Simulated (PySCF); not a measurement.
**AlNH2BrCl (SMILES [NH2][Al]([Cl])[Br]) at HF/3-21G**

Aim: the vertical singlet–triplet gap of AlNH2BrCl at HF/3-21G, from 2 runs. The job is set up through a Python script.

Program for the calculation: PySCF 2.14.0.

## Step 1: The molecule

AlNH2BrCl: 6 atoms, total charge 0, spin state singlet. SMILES: `[NH2][Al]([Cl])[Br]`. The coordinates come from a PBE0-D4/def2-TZVP relaxation.

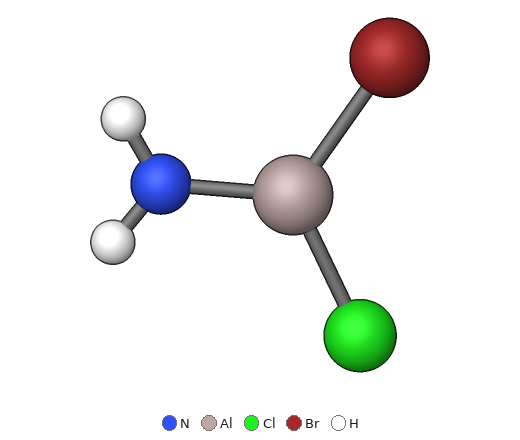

Viewed from a chosen angle; nitrogen blue, aluminium light grey, chlorine green, bromine red, hydrogen white.

## Step 2: A single-point energy at HF/3-21G

calc.py

```python
from pyscf import gto, scf

mol = gto.Mole()
mol.atom = [
    ('N', (-0.060200, 1.030300, -0.052300)),
    ('Al', (0.078100, -0.708400, 0.049200)),
    ('Cl', (1.403900, -1.566700, 1.407100)),
    ('Br', (-1.169000, -2.010900, -1.279100)),
    ('H', (0.466800, 1.676700, 0.511400)),
    ('H', (-0.677500, 1.514900, -0.682400)),
]
mol.charge = 0
mol.verbose = 3
mol.max_memory = 1860
mol.basis = '3-21g'
mol.spin = 0
mol.build()

mf = scf.RHF(mol)
mf.conv_tol = 1e-10
mf.kernel()
if not mf.converged:
    mf = mf.newton().run(mf.mo_coeff, mf.mo_occ)

e_tot = mf.e_tot
print('E(%s) = %.9f' % ('HF', e_tot))
```

Started as:

```sh
$ OMP_NUM_THREADS=1 python calc.py
```

Log:

```text
converged SCF energy = -3313.42933280656
E(HF) = -3313.429332807
```

It took 1 s on 1 thread of Intel Xeon Platinum 8375C at 2.90GHz (Ice Lake), shared host; peak memory 0.11 GiB.

## Step 3: The triplet

run.py

```python
from pyscf import gto, scf

mol = gto.M(
    atom='''
N     -0.113762     1.946985    -0.098833
Al     0.147588    -1.338682     0.092975
Cl     2.652987    -2.960634     2.659034
Br    -2.209090    -3.800050    -2.417149
H      0.882124     3.168504     0.966406
H     -1.280289     2.862746    -1.289549
''',
    basis='3-21g',
    spin=2,
    charge=0,
    max_memory=1860,
    unit='bohr',
    verbose=3,
)

mf = scf.UHF(mol)
mf.conv_tol = 1e-10
mf.kernel()
if not mf.converged:
    mf = mf.newton().run(mf.mo_coeff, mf.mo_occ)

energy = mf.e_tot
print('E = %.10f Eh' % energy)
```

Started as:

```sh
$ OMP_NUM_THREADS=1 python run.py
```

Log:

```text
WARN: HOMO -0.0134121713260815 >= LUMO -0.324190026174752

WARN: HOMO -0.161504347579286 >= LUMO -0.171596724730585

converged SCF energy = -3313.23334431113  <S^2> = 2.0095646  2S+1 = 3.0063696
E = -3313.2333443111 Eh
```

Run time: 1.2 s. Hardware: 1 thread of Intel Xeon Platinum 8375C at 2.90GHz (Ice Lake), shared host; peak memory 0.12 GiB.

## Step 4: What came out

Level: HF/3-21G.

| quantity | value |
| --- | --- |
| singlet: total energy | -3313.42933 Eh |
| singlet: dipole moment | 3.51 D |
| singlet: HOMO energy | -11.27 eV |
| singlet: LUMO energy | 2.42 eV |
| singlet: HOMO–LUMO gap | 13.69 eV |
| triplet: total energy | -3313.23334 Eh |
| triplet: dipole moment | 7.77 D |
| triplet: HOMO energy (highest over α and β) | -4.16 eV |
| triplet: LUMO energy (lowest over α and β) | -1.18 eV |
| triplet: ⟨S²⟩ | 2.010 |
| vertical energy of the triplet above the singlet | 5.333 eV |

In words: At this shape the triplet lies 5.33 eV (123 kcal/mol) above the singlet. Mulliken charges (singlet) run from -1.11 on N1 to +1.30 on Al2; they depend strongly on the basis. Mulliken charges (triplet) run from -0.62 on N1 to +0.65 on Al2; they depend strongly on the basis.
